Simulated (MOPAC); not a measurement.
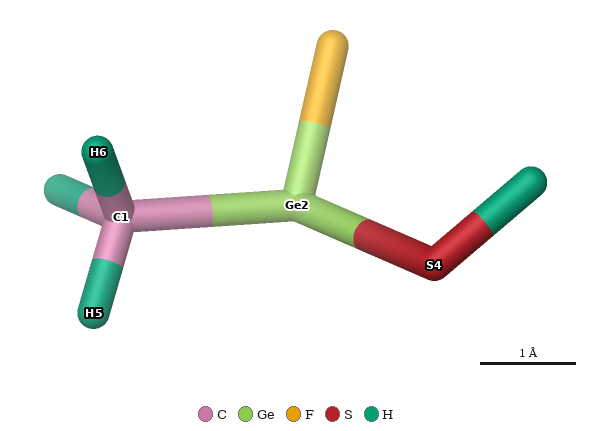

Fig. 1: The structure as given in the input (stick view, seen at a tilt; atoms are numbered from 1 in the order of the input). Sticks mark near contacts. Bond lengths as drawn: C–Ge 1.90 Å, C–H 1.10 Å, F–Ge 1.74 Å, Ge–S 2.20 Å and H–S 1.36 Å.

Frequency calculation, with input and output: CH₄FGeS (part 1 of 2)

The run: frequency calculation of CH₄FGeS, multiplicity 2, SMILES [CH3][Ge]([F])[SH]. Method and program: PM6-D3, unrestricted, dispersion D3 (MOPAC 23.2.5).

The geometry was optimised with PM6-D3.

The input (mol.mop):
```
THERMO UHF FORCE PM6-D3 AUX(PRECISION=6) T=10M THREADS=1
CH4FGeS charge 0
[CH3][Ge]([F])[SH]
C     -0.075188 1     1.196286 1    -0.609541 1
Ge     0.475505 1    -0.580414 1    -0.224019 1
F      1.763932 1    -0.517360 1     0.949688 1
S     -1.015923 1    -1.941426 1     0.641769 1
H     -0.952479 1     1.233880 1    -1.266724 1
H     -0.335929 1     1.730771 1     0.317371 1
H      0.719505 1     1.781550 1    -1.092299 1
H     -0.238741 1    -2.699673 1     1.456174 1
```

Launched with:
```bash
mopac mol.mop
```

The program's output:
```
MOPAC v23.2.5
PM6-D3 CALCULATION RESULTS

 *  PM6-D3     - CORRECT DISPERSION USING D3 METHOD
 *  UHF        - UNRESTRICTED HARTREE-FOCK CALCULATION
 *  FORCE      - FORCE CALCULATION SPECIFIED
 *  THREADS=1  - MULTI-THREADING NOT USED
 *  AUX        - OUTPUT AUXILIARY INFORMATION
 *  THERMO     - THERMODYNAMIC QUANTITIES TO BE CALCULATED
THERMO UHF FORCE PM6-D3 AUX(PRECISION=6) T=10M THREADS=1
 CH4FGeS charge 0
 [CH3][Ge]([F])[SH]
   ATOM   CHEMICAL          X               Y               Z
  NUMBER   SYMBOL      (ANGSTROMS)     (ANGSTROMS)     (ANGSTROMS)

     1       C         -0.07518800  *   1.19628600  *  -0.60954100  *
     2      Ge          0.47550500  *  -0.58041400  *  -0.22401900  *
     3       F          1.76393200  *  -0.51736000  *   0.94968800  *
     4       S         -1.01592300  *  -1.94142600  *   0.64176900  *
     5       H         -0.95247900  *   1.23388000  *  -1.26672400  *
     6       H         -0.33592900  *   1.73077100  *   0.31737100  *
     7       H          0.71950500  *   1.78155000  *  -1.09229900  *
     8       H         -0.23874100  *  -2.69967300  *   1.45617400  *

          CARTESIAN COORDINATES

    NO.       ATOM           X           Y           Z

     1         C         -0.0752      1.1963     -0.6095
     2        Ge          0.4755     -0.5804     -0.2240
     3         F          1.7639     -0.5174      0.9497
     4         S         -1.0159     -1.9414      0.6418
     5         H         -0.9525      1.2339     -1.2667
     6         H         -0.3359      1.7308      0.3174
     7         H          0.7195      1.7815     -1.0923
     8         H         -0.2387     -2.6997      1.4562

           Empirical Formula: C H4 Ge F S  =     8 atoms

      MOLECULAR POINT GROUP   :   C1

          UHF CALCULATION, NO. OF ALPHA ELECTRONS =   13
                           NO. OF BETA  ELECTRONS =   12

          HEAT OF FORMATION =     -65.246948 KCALS/MOLE

          CARTESIAN COORDINATE DERIVATIVES

   NUMBER  ATOM         X            Y            Z

     1       C      0.011627    -0.002517     0.008954
     2      Ge      0.002963    -0.033242     0.003023
     3       F      0.002562     0.027735    -0.004252
     4       S     -0.036308    -0.010557    -0.019838
     5       H      0.012132     0.013340    -0.002185
     6       H     -0.007588     0.002597     0.000789
     7       H     -0.015142    -0.007397    -0.002146
     8       H      0.029754     0.010041     0.015655

 DIPOLE           X         Y         Z       TOTAL
 POINT-CHG.    -1.220    -1.729    -1.983     2.900
 HYBRID        -0.635     0.623     1.118     1.429
 SUM           -1.855    -1.106    -0.865     2.327

          GRADIENT NORM =   0.07666

          MOLECULAR WEIGHT =  139.69

          ROTATIONAL CONSTANTS IN CM(-1)

          A =    0.18447149   B =    0.09321776   C =    0.06893598

           PRINCIPAL MOMENTS OF INERTIA IN UNITS OF 10**(-40)*GRAM-CM**2

          A =      151.7457   B =      300.2942   C =      406.0688

          ORIENTATION OF MOLECULE IN FORCE CALCULATION

    NO.       ATOM         X         Y         Z

     1          C      -2.0100   -0.0086   -0.4049
     2         Ge      -0.1104   -0.0086   -0.4049
     3          F       0.4423    1.6455   -0.4049
     4          S       0.9059   -0.9475    1.3015
     5          H      -2.4329   -1.0156   -0.3037
     6          H      -2.3974    0.5958    0.4302
     7          H      -2.4250    0.4288   -1.3234
     8          H       2.0057   -0.1607    1.4182

    FIRST DERIVATIVES WILL BE USED IN THE CALCULATION OF SECOND DERIVATIVES

          ESTIMATED TIME TO COMPLETE CALCULATION =        0.38 SECONDS

    FOR POINT-GROUP C1   THERE ARE   1 UNIQUE SYMMETRY FUNCTIONS.

 STEP:   1 TIME =     0.01 SECS, INTEGRAL =      0.01 TIME LEFT:    599.98
 STEP:   2 TIME =     0.01 SECS, INTEGRAL =      0.02 TIME LEFT:    599.98
 STEP:   3 TIME =     0.01 SECS, INTEGRAL =      0.02 TIME LEFT:    599.97
 STEP:   4 TIME =     0.01 SECS, INTEGRAL =      0.03 TIME LEFT:    599.96
 STEP:   5 TIME =     0.01 SECS, INTEGRAL =      0.04 TIME LEFT:    599.95
 STEP:   6 TIME =     0.01 SECS, INTEGRAL =      0.05 TIME LEFT:    599.95
 STEP:   7 TIME =     0.01 SECS, INTEGRAL =      0.05 TIME LEFT:    599.94
 STEP:   8 TIME =     0.01 SECS, INTEGRAL =      0.06 TIME LEFT:    599.93
 STEP:   9 TIME =     0.01 SECS, INTEGRAL =      0.07 TIME LEFT:    599.92
 STEP:  10 TIME =     0.02 SECS, INTEGRAL =      0.09 TIME LEFT:    599.91
 STEP:  11 TIME =     0.01 SECS, INTEGRAL =      0.09 TIME LEFT:    599.90
 STEP:  12 TIME =     0.01 SECS, INTEGRAL =      0.10 TIME LEFT:    599.89
 STEP:  13 TIME =     0.01 SECS, INTEGRAL =      0.11 TIME LEFT:    599.88
 STEP:  14 TIME =     0.01 SECS, INTEGRAL =      0.12 TIME LEFT:    599.88
 STEP:  15 TIME =     0.00 SECS, INTEGRAL =      0.12 TIME LEFT:    599.88
 STEP:  16 TIME =     0.01 SECS, INTEGRAL =      0.12 TIME LEFT:    599.87
 STEP:  17 TIME =     0.01 SECS, INTEGRAL =      0.13 TIME LEFT:    599.86
 STEP:  18 TIME =     0.01 SECS, INTEGRAL =      0.14 TIME LEFT:    599.85
 STEP:  19 TIME =     0.00 SECS, INTEGRAL =      0.14 TIME LEFT:    599.85
 STEP:  20 TIME =     0.01 SECS, INTEGRAL =      0.15 TIME LEFT:    599.84
 STEP:  21 TIME =     0.01 SECS, INTEGRAL =      0.16 TIME LEFT:    599.84
 STEP:  22 TIME =     0.01 SECS, INTEGRAL =      0.16 TIME LEFT:    599.83
 STEP:  23 TIME =     0.01 SECS, INTEGRAL =      0.17 TIME LEFT:    599.82
 STEP:  24 TIME =     0.02 SECS, INTEGRAL =      0.19 TIME LEFT:    599.80

(To convert to Hartree/Bohr^2, multiply by (10^(-21) x N x a0^2)/(4.184 x 627.51) =  0.0642)

           FORCE MATRIX IN MILLIDYNES/ANGSTROM

                  C  1      Ge  2       F  3       S  4       H  5       H  6
 ------------------------------------------------------------------------------
     C    1   9.495340
    Ge    2   2.106983   6.231662
     F    3   0.232356   3.444136   3.643387
     S    4   0.132551   2.077018   0.173025   4.890854
     H    5   3.553872   0.460971   0.035780   0.014321   4.174620
     H    6   3.512526   0.511389   0.031329   0.020550   0.424780   4.129861
     H    7   3.544382   0.468873   0.024622   0.022389   0.431793   0.427900
     H    8   0.032975   0.247860   0.026697   4.025351   0.005091   0.005603

                  H  7       H  8
 ------------------------------
     H    7   4.164809
     H    8   0.007048   4.085780

          HEAT OF FORMATION =     -65.246948 KCALS/MOLE

          ZERO POINT ENERGY      27.401 KCAL/MOL

           NORMAL COORDINATE ANALYSIS (Total motion = 1 Angstrom)

   Root No.       1         2         3         4         5         6         7         8

                 1 A       2 A       3 A       4 A       5 A       6 A       7 A       8 A

                  40.8     111.1     141.3     174.1     181.4     406.2     629.2     645.3

           1    0.0010   -0.0276   -0.0045    0.0140   -0.0137   -0.0852   -0.1419    0.1608
           2   -0.0042    0.0654    0.0304    0.0653   -0.0705   -0.0012   -0.0132   -0.0043
           3   -0.0000   -0.0782   -0.1061    0.0251   -0.0022   -0.0198    0.0005   -0.0017
           4    0.0010   -0.0277   -0.0071    0.0173   -0.0147   -0.0502    0.0095   -0.0350
           5    0.0032   -0.0258    0.0090   -0.0124    0.0224    0.0482   -0.0603   -0.0096
           6   -0.0008    0.0015    0.0514   -0.0058    0.0142   -0.0957    0.0029   -0.0017
           7   -0.0028    0.0329   -0.0392   -0.0699    0.0750    0.0192    0.0836    0.0158
           8    0.0045   -0.0430    0.0191    0.0192   -0.0104    0.0242    0.2398    0.0505
           9    0.0125    0.0790   -0.0881   -0.0223   -0.0326   -0.0003   -0.0032   -0.0015
          10   -0.0010    0.0586    0.0387    0.0029    0.0024    0.1374   -0.0046   -0.0003
          11   -0.0074    0.0438   -0.0432   -0.0243   -0.0167   -0.1173   -0.0039   -0.0127
          12   -0.0056   -0.0131   -0.0078    0.0030   -0.0204    0.2190   -0.0008    0.0119
          13    0.0101   -0.0859   -0.0314   -0.0387    0.0547   -0.0282   -0.1668    0.1274
          14    0.0234    0.0897    0.0384    0.0904   -0.1016   -0.0226    0.0062    0.0002
          15    0.3182   -0.0861   -0.1405    0.0396   -0.0096    0.0084   -0.0029    0.0119
          16    0.0006   -0.0348   -0.0853    0.0696   -0.0651   -0.0557   -0.0969    0.1685
          17    0.2546    0.0987    0.0464    0.0919   -0.1037   -0.0221    0.0060    0.0083
          18   -0.1873   -0.1057   -0.1565    0.0326   -0.0036    0.0077   -0.0027    0.0115
          19   -0.0081    0.0407    0.0967    0.0190   -0.0335   -0.1527   -0.1099    0.1231
          20   -0.2961    0.0757    0.0276    0.0877   -0.0995   -0.0230    0.0042    0.0088
          21   -0.1341   -0.1049   -0.1554    0.0339   -0.0065    0.0047    0.0024    0.0090
          22   -0.0009   -0.0810    0.0918   -0.2343   -0.2242    0.1310   -0.0494   -0.1030
          23   -0.0087    0.2321   -0.1069    0.2578    0.2556   -0.1127    0.0847    0.1764
          24    0.0011    0.0507   -0.0793    0.3367    0.2875    0.1480   -0.1294   -0.2354

   Root No.       9        10        11        12        13        14        15        16

                 9 A      10 A      11 A      12 A      13 A      14 A      15 A      16 A

                 681.0     827.9     845.8    1215.3    1221.4    1259.5    2660.0    2673.5

           1    0.0565   -0.0056    0.0039    0.0050    0.0084   -0.0635   -0.0001    0.0003
           2   -0.0048   -0.0205    0.0656   -0.0396   -0.0226   -0.0063    0.0013   -0.0190
           3    0.0011   -0.0655   -0.0201    0.0237   -0.0388   -0.0028   -0.0014   -0.0489
           4   -0.0214    0.0000   -0.0004    0.0001    0.0003   -0.0011   -0.0002    0.0001
           5   -0.0129    0.0025   -0.0080    0.0004    0.0000    0.0002    0.0001   -0.0001
           6   -0.0018    0.0073    0.0022   -0.0002    0.0001    0.0001   -0.0003   -0.0002
           7    0.0146    0.0011   -0.0026    0.0003    0.0003    0.0001   -0.0001    0.0000
           8    0.0362   -0.0024    0.0040   -0.0007   -0.0001   -0.0003   -0.0001   -0.0000
           9    0.0029   -0.0016    0.0001   -0.0000    0.0001   -0.0002   -0.0000   -0.0001
          10    0.0069    0.0009    0.0005    0.0000    0.0000   -0.0001   -0.0234    0.0002
          11    0.0208    0.0009    0.0014   -0.0001    0.0001   -0.0000   -0.0168    0.0001
          12   -0.0139   -0.0019   -0.0011    0.0001   -0.0001   -0.0001   -0.0023   -0.0000
          13    0.0139   -0.0866    0.4110    0.0928    0.0177    0.2989   -0.0059    0.0460
          14    0.0087    0.0347   -0.1235   -0.0776    0.0238   -0.1387   -0.0105    0.0992
          15   -0.0084    0.0989    0.0247   -0.1849    0.3876    0.0527   -0.0003   -0.0334
          16    0.0476    0.4029   -0.1285   -0.0339   -0.1859    0.2547   -0.0015   -0.1880
          17    0.0109    0.0377   -0.0933    0.3426   -0.0847    0.0885    0.0022    0.2766
          18   -0.0077    0.1103    0.0246   -0.2669   -0.0552    0.0679    0.0001    0.3725
          19    0.0871   -0.3140   -0.2785   -0.1355    0.0398    0.2838    0.0091    0.1304
          20    0.0117    0.0280   -0.0954    0.1929    0.3272    0.1198   -0.0086   -0.1427
          21   -0.0126    0.1166    0.0480    0.1752    0.1253   -0.0877    0.0191    0.2602
          22    0.2260    0.0121    0.0112   -0.0010    0.0004    0.0006    0.7601   -0.0064
          23   -0.3879   -0.0172   -0.0161    0.0001   -0.0003    0.0003    0.5299   -0.0045
          24    0.5324    0.0163    0.0192    0.0015    0.0005   -0.0024    0.0917   -0.0008

   Root No.      17        18

                17 A      18 A

                2684.5    2768.6

           1   -0.0001   -0.0245
           2   -0.0479   -0.0013
           3    0.0184   -0.0020
           4    0.0000   -0.0008
           5   -0.0002   -0.0000
           6    0.0001   -0.0000
           7    0.0000    0.0001
           8   -0.0001    0.0002
           9    0.0000    0.0000
          10   -0.0004    0.0001
          11   -0.0003    0.0001
          12   -0.0000    0.0000
          13    0.1860    0.1256
          14    0.4139    0.3136
          15   -0.0348   -0.0324
          16   -0.0468    0.0987
          17    0.0495   -0.1632
          18    0.1071   -0.2262
          19   -0.1408    0.1216
          20    0.1228   -0.1349
          21   -0.2972    0.2825
          22    0.0122   -0.0025
          23    0.0084   -0.0021
          24    0.0016   -0.0002

           MASS-WEIGHTED COORDINATE ANALYSIS (NORMAL COORDINATES)

   Root No.       1         2         3         4         5         6         7         8

                 1 A       2 A       3 A       4 A       5 A       6 A       7 A       8 A

                  40.8     111.1     141.3     174.1     181.4     406.2     629.2     645.3

           1    0.0059   -0.1130   -0.0181    0.0690   -0.0657   -0.1516   -0.3647    0.7032
           2   -0.0259    0.2677    0.1209    0.3209   -0.3387   -0.0021   -0.0339   -0.0186
           3   -0.0002   -0.3200   -0.4221    0.1235   -0.0105   -0.0353    0.0014   -0.0076
           4    0.0151   -0.2787   -0.0695    0.2088   -0.1736   -0.2195    0.0601   -0.3761
           5    0.0482   -0.2596    0.0876   -0.1502    0.2651    0.2109   -0.3808   -0.1031
           6   -0.0115    0.0149    0.5032   -0.0701    0.1678   -0.4187    0.0186   -0.0188
           7   -0.0214    0.1692   -0.1959   -0.4323    0.4533    0.0430    0.2701    0.0869
           8    0.0345   -0.2215    0.0957    0.1186   -0.0626    0.0541    0.7753    0.2776
           9    0.0970    0.4065   -0.4406   -0.1380   -0.1972   -0.0008   -0.0105   -0.0085
          10   -0.0104    0.3921    0.2518    0.0229    0.0187    0.3996   -0.0194   -0.0023
          11   -0.0748    0.2929   -0.2806   -0.1950   -0.1312   -0.3412   -0.0164   -0.0907
          12   -0.0566   -0.0877   -0.0509    0.0243   -0.1604    0.6368   -0.0033    0.0850
          13    0.0179   -0.1018   -0.0362   -0.0551    0.0761   -0.0145   -0.1242    0.1614
          14    0.0417    0.1063    0.0443    0.1287   -0.1415   -0.0116    0.0046    0.0003
          15    0.5670   -0.1020   -0.1619    0.0564   -0.0134    0.0043   -0.0021    0.0151
          16    0.0010   -0.0412   -0.0983    0.0992   -0.0907   -0.0287   -0.0722    0.2134
          17    0.4536    0.1170    0.0535    0.1309   -0.1444   -0.0114    0.0044    0.0105
          18   -0.3337   -0.1253   -0.1804    0.0464   -0.0049    0.0040   -0.0020    0.0146
          19   -0.0144    0.0482    0.1115    0.0270   -0.0466   -0.0787   -0.0818    0.1559
          20   -0.5276    0.0898    0.0318    0.1249   -0.1386   -0.0119    0.0031    0.0111
          21   -0.2390   -0.1243   -0.1792    0.0483   -0.0091    0.0024    0.0018    0.0114
          22   -0.0016   -0.0961    0.1058   -0.3337   -0.3121    0.0676   -0.0368   -0.1305
          23   -0.0155    0.2752   -0.1232    0.3672    0.3558   -0.0581    0.0630    0.2233
          24    0.0020    0.0601   -0.0914    0.4796    0.4002    0.0763   -0.0963   -0.2982

   Root No.       9        10        11        12        13        14        15        16

                 9 A      10 A      11 A      12 A      13 A      14 A      15 A      16 A

                 681.0     827.9     845.8    1215.3    1221.4    1259.5    2660.0    2673.5

           1    0.2458   -0.0321    0.0222    0.0293    0.0491   -0.3757   -0.0004    0.0019
           2   -0.0209   -0.1166    0.3766   -0.2308   -0.1329   -0.0376    0.0047   -0.1036
           3    0.0047   -0.3721   -0.1153    0.1384   -0.2278   -0.0163   -0.0051   -0.2663
           4   -0.2293    0.0006   -0.0052    0.0021    0.0045   -0.0161   -0.0017    0.0013
           5   -0.1382    0.0348   -0.1127    0.0060    0.0006    0.0023    0.0009   -0.0011
           6   -0.0193    0.1025    0.0307   -0.0023    0.0010    0.0019   -0.0023   -0.0026
           7    0.0799    0.0080   -0.0190    0.0024    0.0019    0.0006   -0.0006    0.0002
           8    0.1978   -0.0170    0.0289   -0.0053   -0.0009   -0.0020   -0.0003   -0.0001
           9    0.0160   -0.0111    0.0009   -0.0001    0.0004   -0.0012   -0.0002   -0.0004
          10    0.0493    0.0084    0.0044    0.0002    0.0003   -0.0012   -0.1395    0.0018
          11    0.1481    0.0079    0.0135   -0.0008    0.0008   -0.0002   -0.1001    0.0012
          12   -0.0987   -0.0178   -0.0106    0.0013   -0.0008   -0.0013   -0.0140   -0.0002
          13    0.0176   -0.1426    0.6830    0.1568    0.0301    0.5128   -0.0062    0.0726
          14    0.0110    0.0571   -0.2052   -0.1311    0.0405   -0.2379   -0.0111    0.1565
          15   -0.0106    0.1628    0.0410   -0.3124    0.6598    0.0905   -0.0003   -0.0526
          16    0.0600    0.6630   -0.2136   -0.0573   -0.3165    0.4368   -0.0016   -0.2966
          17    0.0137    0.0620   -0.1550    0.5786   -0.1443    0.1518    0.0024    0.4365
          18   -0.0097    0.1815    0.0409   -0.4508   -0.0940    0.1165    0.0001    0.5878
          19    0.1097   -0.5167   -0.4627   -0.2288    0.0678    0.4868    0.0096    0.2057
          20    0.0147    0.0460   -0.1585    0.3258    0.5570    0.2054   -0.0091   -0.2252
          21   -0.0159    0.1919    0.0797    0.2959    0.2132   -0.1504    0.0202    0.4105
          22    0.2848    0.0199    0.0186   -0.0017    0.0007    0.0011    0.8038   -0.0102
          23   -0.4889   -0.0283   -0.0268    0.0002   -0.0005    0.0006    0.5604   -0.0070
          24    0.6709    0.0268    0.0318    0.0026    0.0008   -0.0041    0.0970   -0.0012

   Root No.      17        18

                17 A      18 A

                2684.5    2768.6

           1   -0.0007   -0.1487
           2   -0.2689   -0.0080
           3    0.1031   -0.0122
           4    0.0004   -0.0117
           5   -0.0027   -0.0006
           6    0.0010   -0.0002
           7    0.0003    0.0006
           8   -0.0004    0.0014
           9    0.0000    0.0000
          10   -0.0035    0.0011
          11   -0.0026    0.0005
          12   -0.0002    0.0004
          13    0.3024    0.2211
          14    0.6731    0.5520
          15   -0.0566   -0.0570
          16   -0.0762    0.1738
          17    0.0805   -0.2872
          18    0.1742   -0.3981
          19   -0.2290    0.2140
          20    0.1998   -0.2375
          21   -0.4834    0.4972
          22    0.0198   -0.0044
          23    0.0137   -0.0037
          24    0.0026   -0.0004

          DESCRIPTION OF VIBRATIONS

 VIBRATION          1    1A          ATOM PAIR     ENERGY CONTRIBUTION    RADIAL
 FREQUENCY            40.83         C 1 -- H 7         +33.6% (999.0%)      0.0%
 TRANSITION DIPOLE   0.0143         C 1 -- H 5         +33.3% (999.0%)      0.1%
 TRAVEL (Ang.)       0.0000         C 1 -- H 6         +32.9% (999.0%)      0.0%
 REDUCED MASS        0.3259         Ge2 -- S 4          +0.1% ( 77.7%)      0.2%
 EFFECTIVE MASS     16.5652
 FORCE CONSTANT      0.0003

 VIBRATION          2    2A          ATOM PAIR     ENERGY CONTRIBUTION    RADIAL
 FREQUENCY           111.07         C 1 -- Ge2         +27.1% (363.7%)      6.6%
 TRANSITION DIPOLE   0.4380         C 1 -- H 6         +22.8% (334.1%)      2.4%
 TRAVEL (Ang.)       0.3469         C 1 -- H 5         +21.1% (320.9%)     36.5%
 REDUCED MASS        5.0440         C 1 -- H 7         +14.8% (269.4%)     90.9%
 EFFECTIVE MASS    232.8716         Ge2 -- S 4         +11.8% (239.8%)      0.0%
 FORCE CONSTANT      0.0367
```
